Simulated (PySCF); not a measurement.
# C3H10BP: electronic excitations at several levels of theory

How much do the electronic excitations of C3H10BP (`CCB(C)P`) depend on the level of theory, and what does each level cost?

The runs use PySCF 2.14.0, with density-fitted response routines of our own; the level of theory stands in each step. All values are computed, except where a source is named. Atoms are numbered from 0 throughout.

## 1. The molecule as given

15 atoms, charge 0, multiplicity 1; geometry from: PBE0-D3(BJ)/def2-SVP.

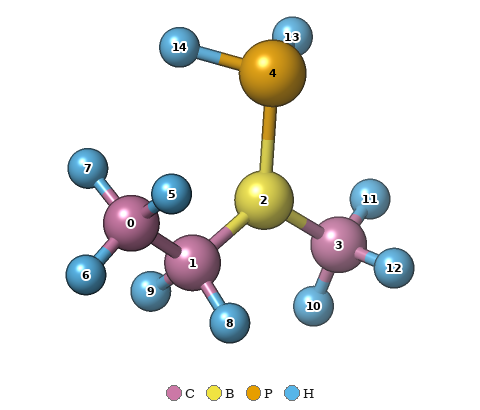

The starting geometry (carbon pink, boron yellow, phosphorus amber, hydrogen blue), atoms numbered.

## 2. Excited states and response: HF/def2-SVPD

What the job is given:

```
{"job": {"kind": "uv", "xc": "HF", "basis": "def2-SVPD", "ip": true}, "charge": 0, "multiplicity": 1}
C     -1.804844     0.846004    -0.001095
C     -0.798328    -0.214616    -0.425218
B      0.744718     0.068323    -0.285097
C      1.764907    -1.115421    -0.471859
P      1.386690     1.750412     0.345775
H     -1.680436     1.118557     1.059346
H     -2.844130     0.507024    -0.131736
H     -1.689292     1.771205    -0.587349
H     -1.002706    -1.175608     0.085598
H     -0.934204    -0.467167    -1.497390
H      1.417183    -1.853947    -1.212275
H      2.794841    -0.817332    -0.716772
H      1.809578    -1.653895     0.494270
H      2.552011     1.911628    -0.452998
H      0.547328     2.667480    -0.343620
```

With the program's defaults for keys left out, this is: TDDFT HF/def2-SVPD, vertical, gas phase, core orbitals frozen in the response.

Started as:

```console
OMP_NUM_THREADS=1 python probes_run.py task.json out
```

One launch serves the whole session: the jobs run in the order shown.

The log of the run:

```text
final grid: 110480 points
cycle   1  E = -484.5944270529  dE =  4.829e-01  |g| = 3.558e-01  |ddm| = 4.376e+00
cycle   2  E = -484.6485393014  dE = -5.411e-02  |g| = 9.843e-02  |ddm| = 7.041e-01
cycle   3  E = -484.6536878129  dE = -5.149e-03  |g| = 2.783e-02  |ddm| = 3.404e-01
cycle   4  E = -484.6540400488  dE = -3.522e-04  |g| = 7.020e-03  |ddm| = 6.630e-02
cycle   5  E = -484.6540831886  dE = -4.314e-05  |g| = 2.349e-03  |ddm| = 2.483e-02
cycle   6  E = -484.6540888116  dE = -5.623e-06  |g| = 7.646e-04  |ddm| = 8.689e-03
cycle   7  E = -484.6540894548  dE = -6.432e-07  |g| = 2.333e-04  |ddm| = 3.050e-03
cycle   8  E = -484.6540895168  dE = -6.201e-08  |g| = 6.538e-05  |ddm| = 1.046e-03
cycle   9  E = -484.6540895219  dE = -5.155e-09  |g| = 2.046e-05  |ddm| = 3.090e-04
cycle  10  E = -484.6540895224  dE = -4.492e-10  |g| = 7.747e-06  |ddm| = 7.831e-05
converged SCF energy = -484.6540895224

Static polarisability (au): isotropic 75.135, principal 63.340 78.739 83.326

Singlet excitations
state   eV       nm        f      main configurations
  1   5.8831    210.7   0.06756   H->L+1 0.74, H-1->L+1 0.14
  2   6.9847    177.5   0.04827   H->L+5 0.51, H->L+4 0.11, H->L 0.11
  3   7.0462    176.0   0.07660   H->L 0.60, H->L+5 0.14
  4   7.3685    168.3   0.01609   H-2->L+1 0.57, H-1->L+1 0.23
  5   7.7781    159.4   0.09779   H-1->L+1 0.44, H-2->L+1 0.24, H->L+1 0.15
  6   8.0868    153.3   0.14271   H->L+8 0.33, H->L+6 0.27, H->L+9 0.13
  7   8.5747    144.6   0.03092   H->L+6 0.28, H->L+3 0.23, H->L 0.12
  8   9.0572    136.9   0.00999   H->L+2 0.64
  9   9.2392    134.2   0.11701   H-1->L 0.60
 10   9.5670    129.6   0.02444   H->L+3 0.30, H->L+4 0.17, H-1->L 0.15

Triplet excitations (Tamm-Dancoff, eV): 4.5477 5.6167 6.2315 6.6424
Vertical ionisation energy (delta-SCF) = 8.1658 eV
```

It took 13 s on 1 thread of Arm Neoverse V1, shared host; peak memory 0.71 GiB.

The orbitals next to the gap, with their largest atomic shares:

```tsv
orbital	eV	atoms
HOMO−3	-13.21	C1 26 %, C0 25 %, H9 11 %
HOMO−2	-12.27	C3 24 %, B2 24 %, C1 13 %
HOMO−1	-11.74	P4 27 %, B2 20 %, C1 19 %
HOMO	-9.50	P4 64 %, B2 16 %, H13 6 %
LUMO	2.00	B2 58 %, P4 5 %, C3 5 %
LUMO+1	2.74	B2 33 %, P4 23 %, C1 11 %
LUMO+2	3.18	C0 28 %, H6 13 %, C3 10 %
```

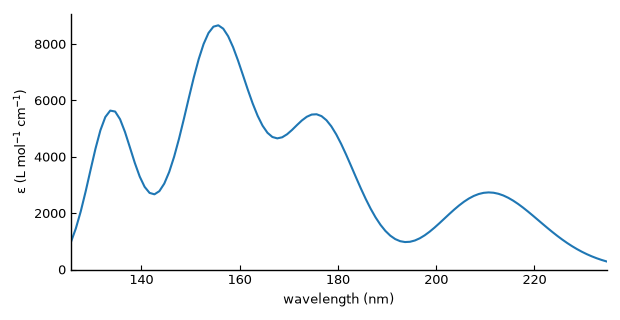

Absorption spectrum: each of the 10 states is a Gaussian band of 0.4 eV half-width at 1/e. Beyond the last state computed it falls off for lack of states.

Ground-state properties from the same run:

```tsv
property	computed
dipole moment (D)	1.32
polarisability (Å³)	11.13
HOMO–LUMO gap (eV)	11.49
−ε(HOMO) (eV)	9.50
```

## 3. TDDFT and polarisability: LDA/def2-SVPD

The job, as its differences from that of step 2:

```diff
@@ -1,2 +1,2 @@
-{"job": {"kind": "uv", "xc": "HF", "basis": "def2-SVPD", "ip": true}, "charge": 0, "multiplicity": 1}
+{"job": {"kind": "uv", "xc": "LDA", "basis": "def2-SVPD", "ip": true}, "charge": 0, "multiplicity": 1}
 C     -1.804844     0.846004    -0.001095
```

With the program's defaults for keys left out, this is: TDDFT LDA/def2-SVPD, vertical, gas phase, core orbitals frozen in the response.

The log of the run:

```text
coarse grid: 12168 points
cycle   1  E = -483.4487671077  dE =  2.458e-02  |g| = 6.413e-01  |ddm| = 5.269e+00
cycle   2  E = -483.2252800058  dE =  2.235e-01  |g| = 1.074e+00  |ddm| = 2.161e+00
cycle   3  E = -483.5638495861  dE = -3.386e-01  |g| = 1.123e-01  |ddm| = 1.380e+00
cycle   4  E = -483.5676649961  dE = -3.815e-03  |g| = 5.414e-02  |ddm| = 2.665e-01
cycle   5  E = -483.5686680083  dE = -1.003e-03  |g| = 1.042e-02  |ddm| = 9.189e-02
cycle   6  E = -483.5686993077  dE = -3.130e-05  |g| = 3.414e-03  |ddm| = 2.311e-02
cycle   7  E = -483.5687026061  dE = -3.298e-06  |g| = 9.821e-04  |ddm| = 5.861e-03
final grid: 110480 points
cycle   8  E = -483.6466405161  dE = -6.151e-05  |g| = 4.687e-03  |ddm| = 1.486e-01
cycle   9  E = -483.6466319597  dE =  8.556e-06  |g| = 7.261e-03  |ddm| = 1.563e-02
cycle  10  E = -483.6466462705  dE = -1.431e-05  |g| = 6.001e-04  |ddm| = 9.186e-03
cycle  11  E = -483.6466463517  dE = -8.121e-08  |g| = 3.757e-04  |ddm| = 1.411e-03
cycle  12  E = -483.6466464026  dE = -5.087e-08  |g| = 4.722e-05  |ddm| = 6.109e-04
cycle  13  E = -483.6466464032  dE = -5.526e-10  |g| = 1.826e-05  |ddm| = 1.042e-04
converged SCF energy = -483.6466464032

Static polarisability (au): isotropic 85.594, principal 68.280 90.330 98.174

Singlet excitations
state   eV       nm        f      main configurations
  1   4.6894    264.4   0.06169   H->L 0.93
  2   5.5424    223.7   0.01356   H-1->L 0.89
  3   5.6416    219.8   0.05463   H->L+1 0.95
  4   5.9559    208.2   0.03984   H-2->L 0.91
  5   6.2018    199.9   0.00758   H->L+2 0.95
  6   6.4752    191.5   0.03683   H-3->L 0.98
  7   6.6096    187.6   0.00724   H->L+3 0.87, H->L+4 0.11
  8   6.7779    182.9   0.02216   H->L+4 0.79, H->L+3 0.11
  9   6.8508    181.0   0.00727   H-1->L+1 0.97
 10   6.9692    177.9   0.00663   H-4->L 0.96

Triplet excitations (Tamm-Dancoff, eV): 3.7590 5.1447 5.4640 5.5116
Vertical ionisation energy (delta-SCF) = 9.0361 eV
Vertical electron affinity (delta-SCF) = -0.6209 eV
```

Wall time 58 s (1 thread of Arm Neoverse V1, shared host); peak memory 0.53 GiB.

This run: HOMO -6.05 eV, LUMO -1.98 eV; lowest singlet 4.69 eV.

## 4. Excited states and response: PBE/def2-SVPD

The job, as its differences from that of step 3:

```diff
@@ -1,2 +1,2 @@
-{"job": {"kind": "uv", "xc": "LDA", "basis": "def2-SVPD", "ip": true}, "charge": 0, "multiplicity": 1}
+{"job": {"kind": "uv", "xc": "PBE", "basis": "def2-SVPD", "ip": true}, "charge": 0, "multiplicity": 1}
 C     -1.804844     0.846004    -0.001095
```

Level: TDDFT PBE/def2-SVPD, vertical, gas phase, core orbitals frozen in the response.

The log of the run:

```text
coarse grid: 12168 points
cycle   1  E = -485.7821672279  dE =  1.872e-02  |g| = 5.984e-01  |ddm| = 5.244e+00
cycle   2  E = -485.6008867959  dE =  1.813e-01  |g| = 9.772e-01  |ddm| = 2.064e+00
cycle   3  E = -485.8839588767  dE = -2.831e-01  |g| = 9.978e-02  |ddm| = 1.292e+00
cycle   4  E = -485.8870058817  dE = -3.047e-03  |g| = 4.634e-02  |ddm| = 2.370e-01
cycle   5  E = -485.8877401083  dE = -7.342e-04  |g| = 8.832e-03  |ddm| = 8.001e-02
cycle   6  E = -485.8877626152  dE = -2.251e-05  |g| = 2.900e-03  |ddm| = 1.986e-02
cycle   7  E = -485.8877650203  dE = -2.405e-06  |g| = 7.928e-04  |ddm| = 5.011e-03
final grid: 110480 points
cycle   8  E = -485.9642237123  dE = -4.509e-05  |g| = 1.269e-02  |ddm| = 1.739e-01
cycle   9  E = -485.9641406577  dE =  8.305e-05  |g| = 2.090e-02  |ddm| = 4.003e-02
cycle  10  E = -485.9642663402  dE = -1.257e-04  |g| = 2.011e-03  |ddm| = 2.632e-02
cycle  11  E = -485.9642679208  dE = -1.581e-06  |g| = 2.903e-04  |ddm| = 3.474e-03
cycle  12  E = -485.9642679442  dE = -2.348e-08  |g| = 5.433e-05  |ddm| = 5.922e-04
cycle  13  E = -485.9642679451  dE = -8.592e-10  |g| = 2.052e-05  |ddm| = 1.404e-04
converged SCF energy = -485.9642679451

Static polarisability (au): isotropic 83.972, principal 67.114 88.499 96.302

Singlet excitations
state   eV       nm        f      main configurations
  1   4.7376    261.7   0.06387   H->L 0.94
  2   5.6151    220.8   0.00609   H-1->L 0.74, H->L+1 0.20
  3   5.6519    219.4   0.05688   H->L+1 0.79, H-1->L 0.18
  4   6.0212    205.9   0.03632   H-2->L 0.91
  5   6.2354    198.8   0.00646   H->L+2 0.95
  6   6.5821    188.4   0.00873   H->L+3 0.97
  7   6.6338    186.9   0.03342   H-3->L 0.97
  8   6.7902    182.6   0.02473   H->L+4 0.91
  9   6.9005    179.7   0.00683   H-1->L+1 0.98
 10   7.0865    175.0   0.00406   H-4->L 0.97

Triplet excitations (Tamm-Dancoff, eV): 3.6825 5.1394 5.4489 5.4867
Vertical ionisation energy (delta-SCF) = 8.8913 eV
Vertical electron affinity (delta-SCF) = -0.6982 eV
```

Run time: 78 s. Hardware: 1 thread of Arm Neoverse V1, shared host; peak memory 0.65 GiB.

In short: HOMO -5.95 eV, LUMO -1.80 eV; lowest singlet 4.74 eV.

## 5. TDDFT and polarisability: B3LYP/def2-SVPD

The job, as its differences from that of step 4:

```diff
@@ -1,2 +1,2 @@
-{"job": {"kind": "uv", "xc": "PBE", "basis": "def2-SVPD", "ip": true}, "charge": 0, "multiplicity": 1}
+{"job": {"kind": "uv", "xc": "B3LYP", "basis": "def2-SVPD", "ip": true}, "charge": 0, "multiplicity": 1}
 C     -1.804844     0.846004    -0.001095
```

With the program's defaults for keys left out, this is: TDDFT B3LYP/def2-SVPD, vertical, gas phase, core orbitals frozen in the response.

The log of the run:

```text
coarse grid: 12168 points
cycle   1  E = -486.2487904550  dE =  7.757e-02  |g| = 4.636e-01  |ddm| = 5.259e+00
cycle   2  E = -486.2166010066  dE =  3.219e-02  |g| = 5.725e-01  |ddm| = 1.436e+00
cycle   3  E = -486.3097513742  dE = -9.315e-02  |g| = 4.394e-02  |ddm| = 6.997e-01
cycle   4  E = -486.3102321399  dE = -4.808e-04  |g| = 2.461e-02  |ddm| = 1.164e-01
cycle   5  E = -486.3104328809  dE = -2.007e-04  |g| = 3.710e-03  |ddm| = 4.236e-02
cycle   6  E = -486.3104367670  dE = -3.886e-06  |g| = 8.854e-04  |ddm| = 8.462e-03
final grid: 110480 points
cycle   7  E = -486.3750908707  dE = -4.205e-05  |g| = 5.322e-03  |ddm| = 1.191e-01
cycle   8  E = -486.3750876499  dE =  3.221e-06  |g| = 6.356e-03  |ddm| = 1.602e-02
cycle   9  E = -486.3750982483  dE = -1.060e-05  |g| = 2.856e-04  |ddm| = 7.830e-03
cycle  10  E = -486.3750982648  dE = -1.658e-08  |g| = 1.757e-04  |ddm| = 7.023e-04
cycle  11  E = -486.3750982747  dE = -9.903e-09  |g| = 2.398e-05  |ddm| = 2.805e-04
cycle  12  E = -486.3750982749  dE = -1.536e-10  |g| = 7.219e-06  |ddm| = 5.952e-05
converged SCF energy = -486.3750982749

Static polarisability (au): isotropic 81.310, principal 66.065 85.442 92.421

Singlet excitations
state   eV       nm        f      main configurations
  1   4.9950    248.2   0.06619   H->L 0.92
  2   5.9924    206.9   0.04351   H->L+1 0.93
  3   6.0809    203.9   0.02822   H-1->L 0.75, H-2->L 0.16
  4   6.4236    193.0   0.04428   H-2->L 0.79, H-1->L 0.13
  5   6.4533    192.1   0.01396   H->L+2 0.94
  6   7.0730    175.3   0.00995   H->L+3 0.93
  7   7.1820    172.6   0.03473   H->L+4 0.85
  8   7.4895    165.5   0.03833   H-1->L+1 0.54, H-3->L 0.41
  9   7.5263    164.7   0.02616   H-3->L 0.50, H-1->L+1 0.42
 10   7.6024    163.1   0.07608   H->L+5 0.75

Triplet excitations (Tamm-Dancoff, eV): 3.9793 5.5907 5.7026 5.7604
Vertical ionisation energy (delta-SCF) = 9.0907 eV
```

It took 44 s on 1 thread of Arm Neoverse V1, shared host; peak memory 0.79 GiB.

This run: HOMO -6.83 eV, LUMO -1.06 eV; lowest singlet 5.00 eV.

## 6. TDDFT and polarisability: PBE0/def2-SVPD

The job, as its differences from that of step 5:

```diff
@@ -1,2 +1,2 @@
-{"job": {"kind": "uv", "xc": "B3LYP", "basis": "def2-SVPD", "ip": true}, "charge": 0, "multiplicity": 1}
+{"job": {"kind": "uv", "xc": "PBE0", "basis": "def2-SVPD", "ip": true}, "charge": 0, "multiplicity": 1}
 C     -1.804844     0.846004    -0.001095
```

With the program's defaults for keys left out, this is: TDDFT PBE0/def2-SVPD, vertical, gas phase, core orbitals frozen in the response.

The log of the run:

```text
coarse grid: 12168 points
cycle   1  E = -485.9267581156  dE =  9.390e-02  |g| = 4.060e-01  |ddm| = 4.830e+00
cycle   2  E = -485.9136092973  dE =  1.315e-02  |g| = 4.633e-01  |ddm| = 1.196e+00
cycle   3  E = -485.9743286783  dE = -6.072e-02  |g| = 3.592e-02  |ddm| = 5.540e-01
cycle   4  E = -485.9746448121  dE = -3.161e-04  |g| = 2.031e-02  |ddm| = 9.356e-02
cycle   5  E = -485.9747798408  dE = -1.350e-04  |g| = 2.905e-03  |ddm| = 3.621e-02
cycle   6  E = -485.9747822336  dE = -2.393e-06  |g| = 6.787e-04  |ddm| = 6.593e-03
final grid: 110480 points
cycle   7  E = -486.0317843629  dE = -3.848e-05  |g| = 7.455e-03  |ddm| = 1.252e-01
cycle   8  E = -486.0317783399  dE =  6.023e-06  |g| = 8.717e-03  |ddm| = 2.147e-02
cycle   9  E = -486.0317997407  dE = -2.140e-05  |g| = 5.511e-04  |ddm| = 1.104e-02
cycle  10  E = -486.0317998373  dE = -9.659e-08  |g| = 1.747e-04  |ddm| = 1.159e-03
cycle  11  E = -486.0317998466  dE = -9.292e-09  |g| = 3.572e-05  |ddm| = 3.428e-04
cycle  12  E = -486.0317998469  dE = -3.652e-10  |g| = 7.082e-06  |ddm| = 8.191e-05
converged SCF energy = -486.0317998469

Static polarisability (au): isotropic 80.715, principal 65.526 84.899 91.720

Singlet excitations
state   eV       nm        f      main configurations
  1   5.0642    244.8   0.06777   H->L 0.91
  2   6.1311    202.2   0.01231   H-1->L 0.76, H-2->L 0.15
  3   6.2163    199.5   0.06073   H->L+1 0.92
  4   6.4882    191.1   0.05164   H-2->L 0.78, H-1->L 0.14
  5   6.5438    189.5   0.01512   H->L+2 0.95
  6   7.3543    168.6   0.02019   H->L+3 0.52, H->L+4 0.40
  7   7.3969    167.6   0.04472   H->L+3 0.43, H->L+4 0.40, H->L+5 0.09
  8   7.6270    162.6   0.04920   H-3->L 0.94
  9   7.7323    160.3   0.01844   H-1->L+1 0.83, H->L+5 0.10
 10   7.7979    159.0   0.06816   H->L+5 0.59, H->L+6 0.11, H->L+4 0.11

Triplet excitations (Tamm-Dancoff, eV): 3.9527 5.5658 5.6899 5.8481
Vertical ionisation energy (delta-SCF) = 9.0521 eV
```

Wall time 44 s (1 thread of Arm Neoverse V1, shared host); peak memory 0.79 GiB.

Key values: HOMO -7.04 eV, LUMO -0.87 eV; lowest singlet 5.06 eV.

## 7. TDDFT and polarisability: BHandHLYP/def2-SVPD

The job, as its differences from that of step 6:

```diff
@@ -1,2 +1,2 @@
-{"job": {"kind": "uv", "xc": "PBE0", "basis": "def2-SVPD", "ip": true}, "charge": 0, "multiplicity": 1}
+{"job": {"kind": "uv", "xc": "BHandHLYP", "basis": "def2-SVPD", "ip": true}, "charge": 0, "multiplicity": 1}
 C     -1.804844     0.846004    -0.001095
```

Level: TDDFT BHandHLYP/def2-SVPD, vertical, gas phase, core orbitals frozen in the response.

The log of the run:

```text
coarse grid: 12168 points
cycle   1  E = -486.1728590624  dE =  2.061e-01  |g| = 3.179e-01  |ddm| = 4.813e+00
cycle   2  E = -486.1926490287  dE = -1.979e-02  |g| = 2.199e-01  |ddm| = 8.868e-01
cycle   3  E = -486.2057419153  dE = -1.309e-02  |g| = 3.562e-02  |ddm| = 3.090e-01
cycle   4  E = -486.2061376695  dE = -3.958e-04  |g| = 1.176e-02  |ddm| = 8.440e-02
cycle   5  E = -486.2061837590  dE = -4.609e-05  |g| = 1.783e-03  |ddm| = 2.372e-02
cycle   6  E = -486.2061850757  dE = -1.317e-06  |g| = 5.340e-04  |ddm| = 4.433e-03
final grid: 110480 points
cycle   7  E = -486.2483393281  dE = -1.961e-05  |g| = 2.573e-03  |ddm| = 7.095e-02
cycle   8  E = -486.2483400375  dE = -7.094e-07  |g| = 2.017e-03  |ddm| = 9.403e-03
cycle   9  E = -486.2483410861  dE = -1.049e-06  |g| = 1.104e-04  |ddm| = 2.653e-03
cycle  10  E = -486.2483410897  dE = -3.630e-09  |g| = 5.956e-05  |ddm| = 4.225e-04
cycle  11  E = -486.2483410908  dE = -1.143e-09  |g| = 9.227e-06  |ddm| = 1.090e-04
cycle  12  E = -486.2483410909  dE = -3.740e-11  |g| = 2.356e-06  |ddm| = 2.186e-05
converged SCF energy = -486.2483410909

Static polarisability (au): isotropic 78.205, principal 64.518 82.120 87.979

Singlet excitations
state   eV       nm        f      main configurations
  1   5.3564    231.5   0.06661   H->L 0.87
  2   6.4815    191.3   0.05693   H->L+1 0.85
  3   6.6226    187.2   0.02537   H-1->L 0.51, H-2->L 0.37
  4   6.7096    184.8   0.02307   H->L+3 0.55, H->L+2 0.28, H->L+4 0.12
  5   6.9561    178.2   0.06452   H-2->L 0.55, H-1->L 0.30
  6   7.6729    161.6   0.07946   H->L+4 0.29, H->L+7 0.22, H->L+5 0.19
  7   7.8054    158.8   0.03510   H->L+2 0.40, H->L+3 0.32, H->L+6 0.14
  8   8.0726    153.6   0.05252   H->L+6 0.37, H->L+2 0.24, H->L+4 0.21
  9   8.3109    149.2   0.03524   H-1->L+1 0.83
 10   8.5391    145.2   0.07701   H->L+5 0.40, H->L+6 0.23, H->L+4 0.16

Triplet excitations (Tamm-Dancoff, eV): 4.2848 5.7773 6.0083 6.1515
Vertical ionisation energy (delta-SCF) = 9.0492 eV
```

Wall time 43 s (1 thread of Arm Neoverse V1, shared host); peak memory 0.8 GiB.

In short: HOMO -8.00 eV, LUMO 0.20 eV; lowest singlet 5.36 eV.

## 8. TDDFT and polarisability: CAM-B3LYP/def2-SVPD

The job, as its differences from that of step 7:

```diff
@@ -1,2 +1,2 @@
-{"job": {"kind": "uv", "xc": "BHandHLYP", "basis": "def2-SVPD", "ip": true}, "charge": 0, "multiplicity": 1}
+{"job": {"kind": "uv", "xc": "CAM-B3LYP", "basis": "def2-SVPD", "ip": true}, "charge": 0, "multiplicity": 1}
 C     -1.804844     0.846004    -0.001095
```

Level: TDDFT CAM-B3LYP/def2-SVPD, vertical, gas phase, core orbitals frozen in the response.

The log of the run:

```text
coarse grid: 12168 points
cycle   1  E = -486.1541416027  dE =  2.083e-01  |g| = 3.264e-01  |ddm| = 5.068e+00
cycle   2  E = -486.1687141158  dE = -1.457e-02  |g| = 2.620e-01  |ddm| = 8.766e-01
cycle   3  E = -486.1868668574  dE = -1.815e-02  |g| = 2.658e-02  |ddm| = 3.585e-01
cycle   4  E = -486.1870928840  dE = -2.260e-04  |g| = 1.167e-02  |ddm| = 8.065e-02
cycle   5  E = -486.1871378835  dE = -4.500e-05  |g| = 2.093e-03  |ddm| = 2.443e-02
cycle   6  E = -486.1871395113  dE = -1.628e-06  |g| = 6.192e-04  |ddm| = 5.225e-03
final grid: 110480 points
cycle   7  E = -486.2539059504  dE = -2.956e-05  |g| = 3.287e-03  |ddm| = 7.185e-02
cycle   8  E = -486.2539068032  dE = -8.528e-07  |g| = 2.802e-03  |ddm| = 1.137e-02
cycle   9  E = -486.2539087840  dE = -1.981e-06  |g| = 1.321e-04  |ddm| = 3.800e-03
cycle  10  E = -486.2539087893  dE = -5.293e-09  |g| = 7.968e-05  |ddm| = 5.502e-04
cycle  11  E = -486.2539087913  dE = -2.061e-09  |g| = 1.181e-05  |ddm| = 1.445e-04
cycle  12  E = -486.2539087914  dE = -6.708e-11  |g| = 3.358e-06  |ddm| = 3.164e-05
converged SCF energy = -486.2539087914

Static polarisability (au): isotropic 79.792, principal 65.494 83.844 90.037

Singlet excitations
state   eV       nm        f      main configurations
  1   5.1954    238.6   0.06386   H->L 0.88
  2   6.3273    196.0   0.01527   H-1->L 0.53, H->L+1 0.23, H-2->L 0.16
  3   6.3883    194.1   0.06072   H->L+1 0.64, H-2->L 0.15, H-1->L 0.12
  4   6.6027    187.8   0.01980   H->L+3 0.54, H->L+2 0.31, H->L+4 0.10
  5   6.6820    185.5   0.07128   H-2->L 0.62, H-1->L 0.24
  6   7.5445    164.3   0.07513   H->L+4 0.29, H->L+7 0.21, H->L+5 0.20
  7   7.7115    160.8   0.03985   H->L+2 0.31, H->L+3 0.29, H->L+6 0.21
  8   7.9469    156.0   0.02393   H-1->L+1 0.41, H->L+2 0.18, H->L+6 0.16
  9   8.0838    153.4   0.04904   H-1->L+1 0.39, H->L+6 0.19, H->L+4 0.14
 10   8.1905    151.4   0.03797   H-3->L 0.86

Triplet excitations (Tamm-Dancoff, eV): 4.1741 5.7532 5.7971 6.0032
Vertical ionisation energy (delta-SCF) = 9.1679 eV
```

It took 54 s on 1 thread of Arm Neoverse V1, shared host; peak memory 0.94 GiB.

Key values: HOMO -8.31 eV, LUMO 0.27 eV; lowest singlet 5.20 eV.

[end of part 1 of 2]
